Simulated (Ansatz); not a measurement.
**CH5GaO2 (SMILES [CH3][Ga]([OH])[OH]): levels of theory compared**

We compute a comparison of 6 runs (HF/def2-SVP, B3LYP/6-31G*, PBE0/def2-SVP, r2SCAN/def2-SVP, MP2/pcseg-1, CCSD(T)/6-31G**) of CH5GaO2. 

The results are computed with Ansatz 0.2.0.

5 further runs of the same task are left out: 1 for a known fault of the program, 1 that didn't finish, 3 set aside as unsound or not needed.

## (1) The system as given

CH5GaO2 has 9 atoms, charge 0, and is taken as a singlet. SMILES: `[CH3][Ga]([OH])[OH]`. Geometry: relaxed at PBE0-D4/def2-TZVP. This is one conformer, not always the lowest.

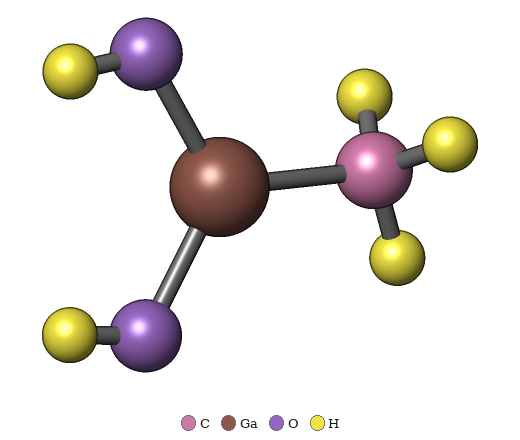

Viewed from a chosen angle; carbon pink, gallium brown, oxygen purple, hydrogen yellow.

## (2) Energy and forces at HF/def2-SVP (run 1)

File run.yaml:

```yaml
crystal:
  periodic: [false, false, false]
  atoms:
    - {symbol: C, position_ang: [0.139500, 0.740600, -1.385600]}
    - {symbol: Ga, position_ang: [-0.022300, -0.180400, 0.314900]}
    - {symbol: O, position_ang: [0.237900, -1.947500, 0.443200]}
    - {symbol: O, position_ang: [-0.435700, 0.706800, 1.814800]}
    - {symbol: H, position_ang: [0.259800, 0.024500, -2.197900]}
    - {symbol: H, position_ang: [1.005300, 1.404900, -1.368100]}
    - {symbol: H, position_ang: [-0.746600, 1.349900, -1.568800]}
    - {symbol: H, position_ang: [0.141200, -2.314500, 1.323600]}
    - {symbol: H, position_ang: [-0.490700, 0.169600, 2.607000]}
basis:
  gaussian:
    orbitals: def2-SVP
accuracy: high
hamiltonian:
  xc: hf
output: {forces: true, orbitals: {seedname: orbitals}}
```

On the command line:

```bash
$ ansatz run run.yaml --threads 1 --pin off --max-ram 2610MiB --events-out events.jsonl --progress --plain --runs-dir runs
```

The program printed:

```text
Warning: RAYON_NUM_THREADS=1 ignored (pool sized by the plan → 1); use --threads N
Functional definition: HF
  name "HF"
  exchange = exact_x
  correlation = 0
2174 factors; integrals over basis functions are off by at most 1.0e-8 eV
mean field evaluation 1: about -57504.0830 eV, gradient 5.0e1 eV
mean field evaluation 2: about -57504.1412 eV, gradient 5.1e1 eV
mean field evaluation 4: about -57509.0624 eV, gradient 3.3e0 eV
mean field evaluation 8: about -57509.1051 eV, gradient 2.0e-4 eV
mean field -57509.10511423 eV, -2113.4206318765 hartree, gradient 8.7e-8 eV, S^2 0.000000; 0 other end points of the search recorded, 0 dependent functions left out
the calculation of the forces begins
reference -57509.10511423 eV, -2113.4206318765 hartree; 29, 29 occupied and 70, 70 virtual orbitals, 2174 factors
Total energy: -57509.10511423 eV, -2113.4206318765 hartree
Atom 0 at     0.139500     0.740600    -1.385600 Å, force     0.012849     0.096783    -0.190934 eV/Å
Atom 1 at    -0.022300    -0.180400     0.314900 Å, force    -0.021422    -0.117771     0.226044 eV/Å
Atom 2 at     0.237900    -1.947500     0.443200 Å, force    -0.196968     0.092209     1.032433 eV/Å
Atom 3 at    -0.435700     0.706800     1.814800 Å, force     0.058338    -0.925326     0.509263 eV/Å
Atom 4 at     0.259800     0.024500    -2.197900 Å, force     0.003702     0.038256    -0.051435 eV/Å
Atom 5 at     1.005300     1.404900    -1.368100 Å, force     0.007916     0.020585    -0.044311 eV/Å
Atom 6 at    -0.746600     1.349900    -1.568800 Å, force     0.005844     0.020811    -0.051393 eV/Å
Atom 7 at     0.141200    -2.314500     1.323600 Å, force     0.132323     0.117596    -0.854167 eV/Å
Atom 8 at    -0.490700     0.169600     2.607000 Å, force    -0.002582     0.656857    -0.575500 eV/Å
Dipole moment:    -0.012943    -0.086624     0.167822 e Å
```

Run time: 5.7 s. Hardware: 1 thread of Arm Neoverse V2, shared host; peak memory 0.32 GiB.

## (3) Energy and forces at B3LYP/6-31G(d) (spherical functions) (run 2)

File in.yaml:

```yaml
crystal:
  periodic: [false, false, false]
  atoms:
    - {symbol: C, position_ang: [0.139500, 0.740600, -1.385600]}
    - {symbol: Ga, position_ang: [-0.022300, -0.180400, 0.314900]}
    - {symbol: O, position_ang: [0.237900, -1.947500, 0.443200]}
    - {symbol: O, position_ang: [-0.435700, 0.706800, 1.814800]}
    - {symbol: H, position_ang: [0.259800, 0.024500, -2.197900]}
    - {symbol: H, position_ang: [1.005300, 1.404900, -1.368100]}
    - {symbol: H, position_ang: [-0.746600, 1.349900, -1.568800]}
    - {symbol: H, position_ang: [0.141200, -2.314500, 1.323600]}
    - {symbol: H, position_ang: [-0.490700, 0.169600, 2.607000]}
basis:
  gaussian: {orbitals: 6-31G_st_-spherical.json}
output: {forces: true, orbitals: {seedname: orbitals}}
magnetization: {spin_polarized: false, initial_magnetization: 0}
accuracy: high
hamiltonian: {xc: {name: B3LYP}}
```

The basis set 6-31G* is read from a file made from the Basis Set Exchange's data (not shown).

On the command line:

```bash
$ ansatz run in.yaml --threads 1 --pin off --max-ram 2610MiB --events-out events.jsonl --progress --plain --runs-dir runs
```

The program printed:

```text
Warning: RAYON_NUM_THREADS=1 ignored (pool sized by the plan → 1); use --threads N
Functional definition: B3LYP
  name "B3LYP"
  parameter a0 = 0.2
  parameter ax = 0.72
  parameter ac = 0.81
  exchange = (1 - a0 - ax)*slater_x + ax*b88_x + a0*exact_x
  correlation = (1 - ac)*vwn_rpa_c + ac*lyp_c
1875 factors; integrals over basis functions are off by at most 4.6e-9 eV
mean field evaluation 1: about -57571.6553 eV, gradient 8.7e1 eV
mean field evaluation 2: about -57544.1448 eV, gradient 1.5e2 eV
mean field evaluation 4: about -57585.3697 eV, gradient 6.5e0 eV
mean field evaluation 8: about -57585.6139 eV, gradient 4.4e-1 eV
mean field evaluation 16: about -57585.6142 eV, gradient 1.8e-5 eV
mean field -57585.61421255 eV, -2116.2322893800 hartree, gradient 6.8e-8 eV, S^2 0.000000; 0 other end points of the search recorded, 0 dependent functions left out
the calculation of the forces begins
reference -57585.61425609 eV, -2116.2322909799 hartree; 29, 29 occupied and 55, 55 virtual orbitals, 1875 factors
Total energy: -57585.61425609 eV, -2116.2322909799 hartree
Atom 0 at     0.139500     0.740600    -1.385600 Å, force     0.022053     0.130072    -0.191080 eV/Å
Atom 1 at    -0.022300    -0.180400     0.314900 Å, force     0.006018     0.042365    -0.071176 eV/Å
Atom 2 at     0.237900    -1.947500     0.443200 Å, force     0.135989    -0.307208    -0.492164 eV/Å
Atom 3 at    -0.435700     0.706800     1.814800 Å, force    -0.089094     0.581616    -0.033599 eV/Å
Atom 4 at     0.259800     0.024500    -2.197900 Å, force     0.006578    -0.083045    -0.070382 eV/Å
Atom 5 at     1.005300     1.404900    -1.368100 Å, force     0.093312     0.044692     0.025909 eV/Å
Atom 6 at    -0.746600     1.349900    -1.568800 Å, force    -0.099925     0.037666    -0.003255 eV/Å
Atom 7 at     0.141200    -2.314500     1.323600 Å, force    -0.061512    -0.128138     0.467777 eV/Å
Atom 8 at    -0.490700     0.169600     2.607000 Å, force    -0.013420    -0.318019     0.367972 eV/Å
Dipole moment:    -0.010821    -0.075578     0.145420 e Å
```

Wall time 11 s (1 thread of Arm Neoverse V2, shared host); peak memory 0.3 GiB.

Runs 3 to 4 aren't shown in full; the table further down has their settings and results.

## (4) Energy and forces at MP2/pcseg-1 (run 5)

in.yaml, as its differences from that of step 3:

```diff
@@ -13,6 +13,13 @@
 basis:
-  gaussian: {orbitals: 6-31G_st_-spherical.json}
-output: {forces: true, orbitals: {seedname: orbitals}}
-magnetization: {spin_polarized: false, initial_magnetization: 0}
+  gaussian:
+    orbitals: pcseg-1.json
+total_charge: 0
+magnetization:
+  spin_polarized: false
+correlation:
+  method: mp2
+  frozen_orbitals: {C: 1, Ga: 9, H: 0, O: 1}
 accuracy: high
-hamiltonian: {xc: {name: B3LYP}}
+output:
+  forces: true
+  orbitals: {seedname: orbitals}
```

The basis set pcseg-1 is read from a file made from the Basis Set Exchange's data (not shown).

On the command line:

```bash
$ ansatz run in.yaml --threads 1 --pin off --max-ram 2610MiB --events-out events.jsonl --progress --plain --runs-dir runs
```

The program printed:

```text
Warning: RAYON_NUM_THREADS=1 ignored (pool sized by the plan → 1); use --threads N
Functional definition: HF
  name "HF"
  exchange = exact_x
  correlation = 0
2076 factors; integrals over basis functions are off by at most 9.5e-9 eV
mean field evaluation 1: about -57506.2339 eV, gradient 5.2e1 eV
mean field evaluation 2: about -57506.2586 eV, gradient 5.2e1 eV
mean field evaluation 4: about -57511.4075 eV, gradient 3.1e0 eV
mean field evaluation 8: about -57511.4412 eV, gradient 1.4e-4 eV
mean field -57511.44123642 eV, -2113.5064827836 hartree, gradient 1.4e-8 eV, S^2 0.000000; 0 other end points of the search recorded, 0 dependent functions left out
12 core orbitals not correlated: weight in the atoms' cores, before any rotation towards them, 1.000 or more for the frozen orbitals, at most 0.000 for the correlated occupied ones
reference -57511.44123642 eV, -2113.5064827836 hartree; 17, 17 occupied and 65, 65 virtual orbitals, 2076 factors
second order -16.64674442 eV of doubles, -0.00000000 eV of singles
the calculation of the forces begins
Total energy: -57528.08798085 eV, -2114.1182393576 hartree
Atom 0 at     0.139500     0.740600    -1.385600 Å, force     0.014098     0.059473    -0.079933 eV/Å
Atom 1 at    -0.022300    -0.180400     0.314900 Å, force     0.036749     0.245766    -0.456448 eV/Å
Atom 2 at     0.237900    -1.947500     0.443200 Å, force     0.145755    -0.521468    -0.349023 eV/Å
Atom 3 at    -0.435700     0.706800     1.814800 Å, force    -0.138539     0.587422     0.236291 eV/Å
Atom 4 at     0.259800     0.024500    -2.197900 Å, force     0.008483    -0.044432    -0.092748 eV/Å
Atom 5 at     1.005300     1.404900    -1.368100 Å, force     0.075913     0.055909    -0.018552 eV/Å
Atom 6 at    -0.746600     1.349900    -1.568800 Å, force    -0.073094     0.049662    -0.039051 eV/Å
Atom 7 at     0.141200    -2.314500     1.323600 Å, force    -0.030791    -0.233586     0.393919 eV/Å
Atom 8 at    -0.490700     0.169600     2.607000 Å, force    -0.038573    -0.198745     0.405545 eV/Å
Dipole moment:    -0.012253    -0.082386     0.161633 e Å
```

Wall time 12 s (1 thread of Arm Neoverse V2, shared host); peak memory 0.35 GiB.

## (5) Energy and forces at CCSD(T)/6-31G(d,p) (spherical functions) (run 6)

File in.yaml:

```yaml
crystal:
  periodic: [false, false, false]
  atoms:
    - symbol: C
      position_ang: [0.139500, 0.740600, -1.385600]
    - symbol: Ga
      position_ang: [-0.022300, -0.180400, 0.314900]
    - symbol: O
      position_ang: [0.237900, -1.947500, 0.443200]
    - symbol: O
      position_ang: [-0.435700, 0.706800, 1.814800]
    - symbol: H
      position_ang: [0.259800, 0.024500, -2.197900]
    - symbol: H
      position_ang: [1.005300, 1.404900, -1.368100]
    - symbol: H
      position_ang: [-0.746600, 1.349900, -1.568800]
    - symbol: H
      position_ang: [0.141200, -2.314500, 1.323600]
    - symbol: H
      position_ang: [-0.490700, 0.169600, 2.607000]
basis:
  gaussian: {orbitals: 6-31G_st__st_-spherical.json}
accuracy: high
scf: {omitted_lower_state_checks: [cluster_reference, increment]}
total_charge: 0
correlation: {method: ccsd_t, frozen_orbitals: {C: 1, Ga: 9, H: 0, O: 1}}
output: {forces: true, orbitals: {seedname: orbitals}}
```

The basis set 6-31G** is read from a file made from the Basis Set Exchange's data (not shown).

On the command line:

```bash
$ ansatz run in.yaml --threads 1 --pin off --max-ram 2610MiB --events-out events.jsonl --progress --plain --runs-dir runs
```

The program printed:

```text
Warning: RAYON_NUM_THREADS=1 ignored (pool sized by the plan → 1); use --threads N
[... 11 lines left out ...]
12 core orbitals not correlated: weight in the atoms' cores, before any rotation towards them, 1.000 or more for the frozen orbitals, at most 0.000 for the correlated occupied ones
[... 23 lines left out ...]
Total energy: -57533.70362727 eV, -2114.3246105573 hartree
[... 9 lines left out ...]
Dipole moment:    -0.013184    -0.088249     0.167476 e Å
Checks for a lower state left out: cluster_reference, increment
```

It took 3.3 min on 1 thread of Arm Neoverse V2, shared host; peak memory 1.1 GiB.

## (6) All runs side by side

```tsv
run	level	frozen core orbitals	energy (Eh)	dipole moment (D)	HOMO energy (eV)	LUMO energy (eV)	wall time
1	HF/def2-SVP	–	-2113.420632	0.91	-12.03	2.99	5.7 s
2	B3LYP/6-31G* (spherical functions)	–	-2116.232291	0.79	-7.87	-0.46	11 s
3	PBE0/def2-SVP	–	-2115.622995	0.86	-8.25	0.04	12 s
4	r2SCAN/def2-SVP	–	-2115.978503	0.86	-6.92	-0.40	18 s
5	MP2/pcseg-1	12	-2114.118239	0.87	-12.18	2.82	12 s
6	CCSD(T)/6-31G** (spherical functions)	12	-2114.324611	0.91	-12.00	2.65	3.3 min
```

## (7) What came out

| quantity | value |
| --- | --- |
| run 6: total energy | -2114.32461 Eh |
| run 6: dipole moment (correlated density) | 0.91 D |
| run 6: HOMO energy (Hartree–Fock orbitals) | -12.00 eV |
| run 6: LUMO energy (Hartree–Fock orbitals) | 2.65 eV |
| run 6: HOMO–LUMO gap (Hartree–Fock orbitals) | 14.64 eV |
| run 6: correlation energy (12 core orbitals frozen) | -789.7 mEh |
| run 6: (T) correction | -17.21 mEh |
| run 6: T1 diagnostic | 0.014 |
| run 6: largest force on an atom | 0.455 eV/Å |

**Reading.** The dipole moment (its size) runs from 0.79 D (B3LYP/6-31G*) to 0.91 D (CCSD(T)/6-31G**). The two ends differ in method and basis. Over runs 1, 2, 3, 4 the HOMO–LUMO gap runs from 6.52 eV (r2SCAN/def2-SVP) to 15.02 eV (HF/def2-SVP). Exact exchange widens orbital gaps. Totals of different functionals can't be ranked against each other. All runs together took 4.3 min, the longest 3.3 min.
